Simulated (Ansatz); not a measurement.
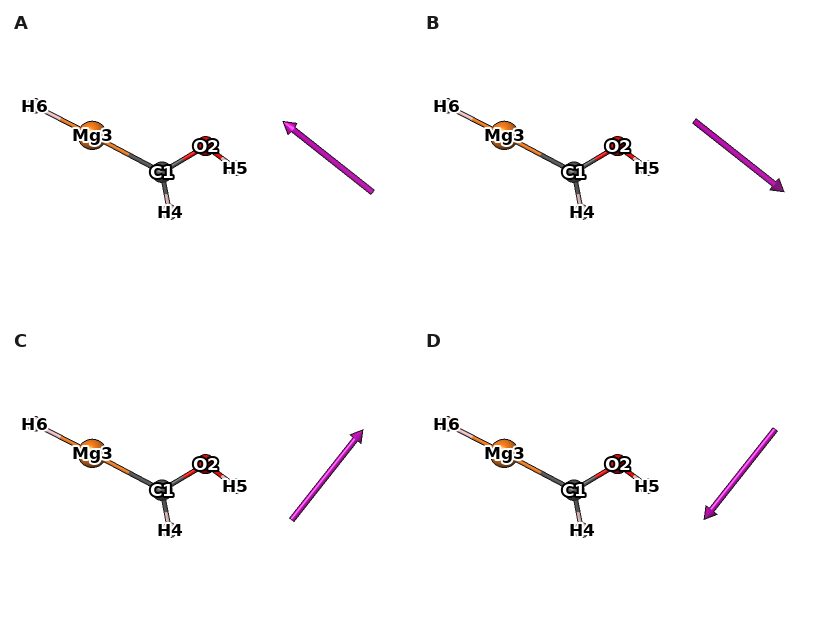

The same molecule four times, each with an arrow. The species is neutral and a spin doublet. The geometry was computed by an optimisation with PBE-D4/def2-SVP. No frequency run is at hand to confirm it as a minimum. Method: UKS PBE-D4/def2-SVP (Ansatz 0.2.0).

**Which arrow points along the dipole moment, from the negative to the positive end?**

B. The dipole moment is 2.40 D; it points from the side of H6 to the side of H5 (the outermost atoms at the two ends).
